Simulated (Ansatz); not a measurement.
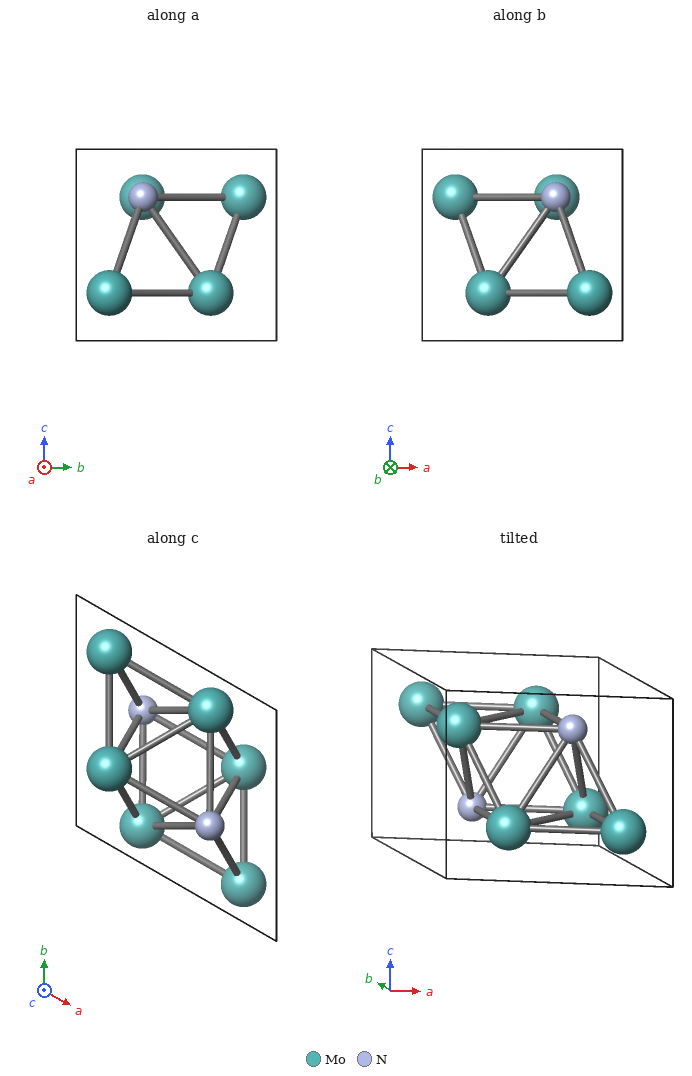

The crystal in a ball-and-stick representation, seen along the a axis, along the b axis, along the c axis and slightly off an axis. The outline marks the conventional unit cell.

Lattice parameters: a = 5.337 Å, b = 5.337 Å, c = 4.429 Å, α = 90.00°, β = 90.00°, γ = 120.00°. Put a along x and b in the xy plane.

### Put the structure into a POSCAR file, with free fractional coordinates to two decimals.

```
Mo N
1.0
     5.337    0.000    0.000
    -2.669    4.622    0.000
     0.000    0.000    4.429
Mo N
6 2
Direct
  0.84 0.67 0.25
  0.16 0.84 0.75
  0.33 0.16 0.25
  0.16 0.33 0.75
  0.84 0.16 0.25
  0.67 0.84 0.75
  0.3333 0.6667 0.25
  0.6667 0.3333 0.75
```

Starting structure: a structure type filled with these elements by a generator (whether the compound takes this form wasn't checked). The final geometry of a relaxation with Ansatz, DFT PBE, scalar-relativistic, plane waves, PAW is shown.
